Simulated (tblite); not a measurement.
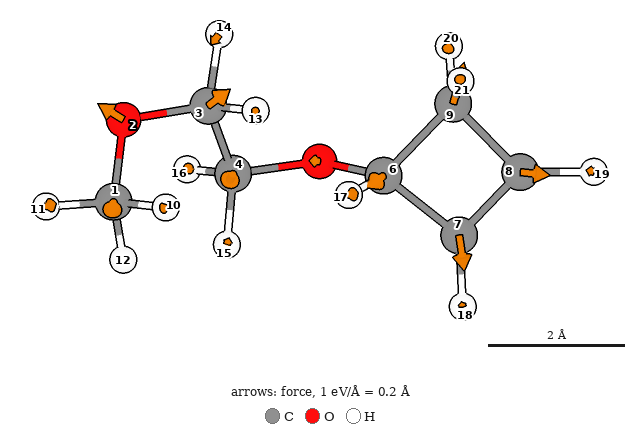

Starting geometry of C$_{7}$H$_{12}$O$_{2}$ with the computed forces as orange arrows. Style: ball-and-stick. Shown at a tilt.

Method: tblite, GFN2-xTB geometry optimisation, gas phase. 

> What follows when this structure is relaxed?

It isn't relaxed: the largest force vector, on a C atom, is 3.40 eV/Å. The final displacements have little in common with the starting forces (cosine between the two patterns 0.04). The largest move after the best rigid fit is that of an H atom, 1.28 Å. Largest moves by element: H 1.28 Å, C 0.70 Å, O 0.46 Å. Some distances before and after: C–C 1.490 → 1.565 Å, C–C 1.491 → 1.540 Å, C–O 1.360 → 1.406 Å, C–C 1.467 → 1.510 Å. Among the angles between lasting bonds that change: O–C–H 112.6° → 105.3°, H–C–H 102.2° → 109.1°, C–O–C 109.7° → 115.6°. Groups turn about C–O by about 35°. The energy falls by 0.828 eV in 159 geometry steps.
